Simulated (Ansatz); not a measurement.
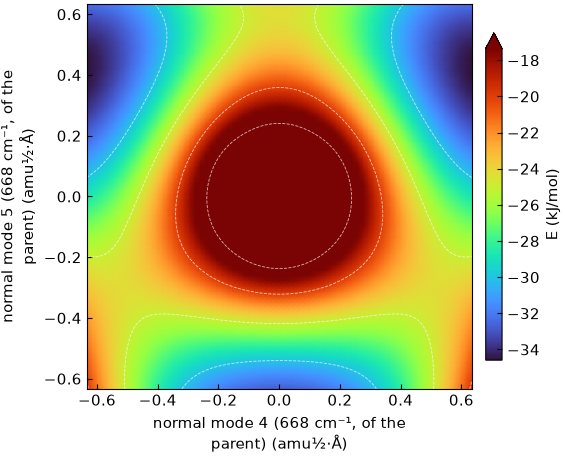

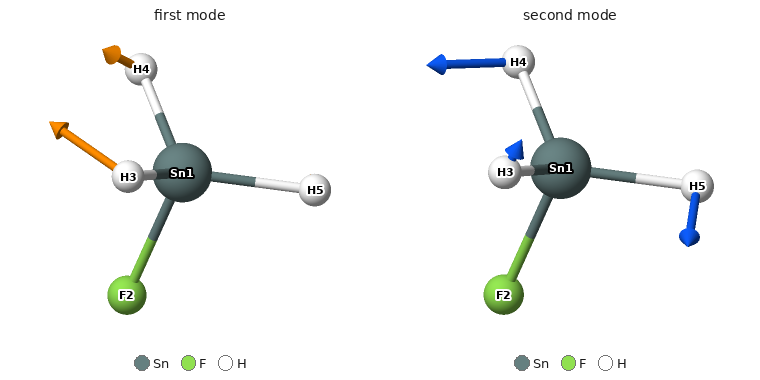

Energy landscape of FH₃Sn, charge +1, spin multiplicity 2. The first coordinate is: normal mode 4 (668 cm⁻¹, of the parent); the second: normal mode 5 (668 cm⁻¹, of the parent). Nothing is relaxed (straight displacements along the two mass-weighted modes). The grid has 15 × 15 points; 120 points were computed and 105 follow by symmetry. Points are written as (first, second). Energies: kJ/mol, counted from the ion of charge +1 at the geometry of the relaxed parent of charge +0. Near the degeneracy a single determinant is a rough description. Computed with Ansatz 0.2.0, UKS PBE-D4/def2-TZVP.

Drawn: a smooth colour map with a few white contour lines, one colour for all values above the top of the scale. Between grid points the surface is interpolated. The second picture is the reference structure; its two panels give the patterns of the first and the second mode as arrows.

Question: Describe this landscape.

Answer: The lowest grid point is at (−0.634 amu½·Å, 0.453 amu½·Å), −34.5 kJ/mol from the ion of charge +1 at the geometry of the relaxed parent of charge +0. It lies at the edge of the scanned range, so the true minimum may lie outside. The energy also falls towards the edge at (0.000 amu½·Å, −0.634 amu½·Å) (1.8 kJ/mol above the lowest), where a further well may lie outside the range. The highest grid point, (0.000 amu½·Å, 0.000 amu½·Å), lies 34.5 kJ/mol above the lowest.

Grid values (kJ/mol):

```csv
"second ↓, first →",−0.634,−0.544,−0.453,−0.362,−0.272,−0.181,−0.091,0.000,0.091,0.181,0.272,0.362,0.453,0.544,0.634
0.634,−32.2,−31.9,−30.7,−29.1,−27.3,−25.7,−24.6,−24.2,−24.6,−25.7,−27.3,−29.1,−30.7,−31.9,−32.2
0.544,−33.8,−33.2,−31.8,−29.8,−27.7,−25.8,−24.5,−24.1,−24.5,−25.8,−27.7,−29.8,−31.8,−33.2,−33.8
0.453,−34.5,−33.6,−31.8,−29.5,−27.0,−24.8,−23.2,−22.7,−23.2,−24.8,−27.0,−29.5,−31.8,−33.6,−34.5
0.362,−34.4,−33.1,−31.0,−28.3,−25.4,−22.7,−20.8,−20.1,−20.8,−22.7,−25.4,−28.3,−31.0,−33.1,−34.4
0.272,−33.6,−32.1,−29.6,−26.5,−23.0,−19.7,−17.3,−16.5,−17.3,−19.7,−23.0,−26.5,−29.6,−32.1,−33.6
0.181,−32.3,−30.5,−27.9,−24.3,−20.3,−16.1,−13.0,−11.9,−13.0,−16.1,−20.3,−24.3,−27.9,−30.5,−32.3
0.091,−30.6,−28.8,−26.1,−22.4,−17.9,−12.8,−8.1,−6.4,−8.1,−12.8,−17.9,−22.4,−26.1,−28.8,−30.6
0.000,−28.7,−27.2,−24.6,−21.2,−16.8,−11.7,−6.0,0.0,−6.0,−11.7,−16.8,−21.2,−24.6,−27.2,−28.7
−0.091,−26.9,−25.8,−23.8,−20.9,−17.2,−13.1,−8.7,−5.2,−8.7,−13.1,−17.2,−20.9,−23.8,−25.8,−26.9
−0.181,−25.3,−24.9,−23.5,−21.5,−18.8,−15.8,−13.0,−11.4,−13.0,−15.8,−18.8,−21.5,−23.5,−24.9,−25.3
−0.272,−23.9,−24.3,−23.9,−22.8,−21.2,−19.4,−17.8,−17.1,−17.8,−19.4,−21.2,−22.8,−23.9,−24.3,−23.9
−0.362,−22.7,−24.0,−24.6,−24.5,−23.9,−23.2,−22.5,−22.2,−22.5,−23.2,−23.9,−24.5,−24.6,−24.0,−22.7
−0.453,−21.7,−24.0,−25.5,−26.3,−26.7,−26.7,−26.6,−26.6,−26.6,−26.7,−26.7,−26.3,−25.5,−24.0,−21.7
−0.544,−20.7,−23.9,−26.3,−28.0,−29.1,−29.7,−30.0,−30.1,−30.0,−29.7,−29.1,−28.0,−26.3,−23.9,−20.7
−0.634,−19.7,−23.7,−26.8,−29.2,−30.8,−31.9,−32.5,−32.7,−32.5,−31.9,−30.8,−29.2,−26.8,−23.7,−19.7
```

Time for the 120 points that were run: 23 min on 1 thread of Arm Neoverse N1, with other jobs on the host.
